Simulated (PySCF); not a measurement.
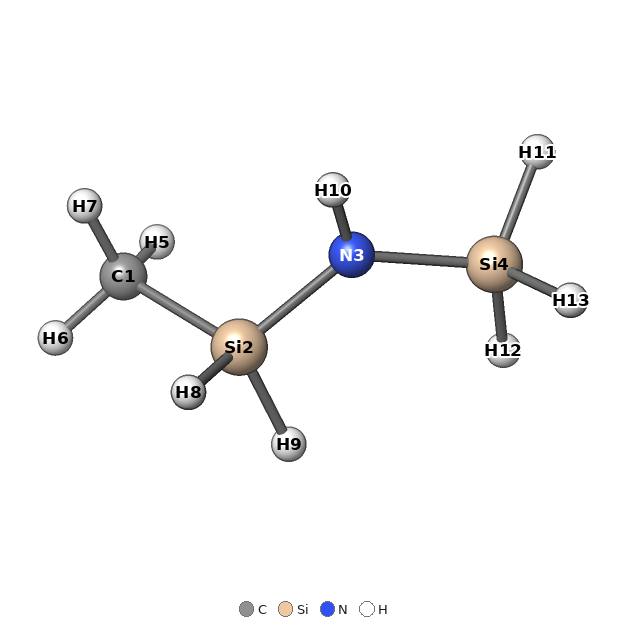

The geometry was computed by an optimisation with PBE0-D3(BJ)/def2-SVP. No frequency run is at hand to confirm it as a minimum. Electric field gradients from the ground-state density, PBE0/pcSseg-1 (PySCF 2.14.0), non-relativistic apart from any core potentials.

Give the largest field-gradient component, the quadrupole coupling constant and the asymmetry for 14N at N3 (Q = 20.44 mb).

```json
{"atom": "N3", "V_zz (a.u.)": "−0.816", "e²qQ/h (MHz)": "−3.92", "η": "0.36"}
```
